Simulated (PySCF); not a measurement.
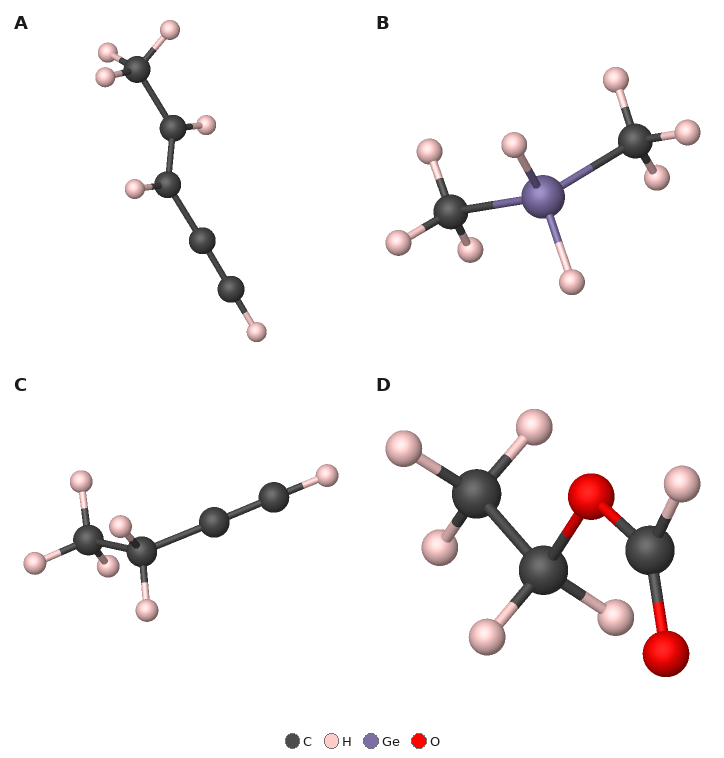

Figure made from data computed with PySCF.

### Match each picture to its SMILES.
(1) C#C/C=C/C
(2) CCOC=O
(3) [CH3][GeH2][CH3]
(4) C#CCC

A is (1), B is (3), C is (4), D is (2).
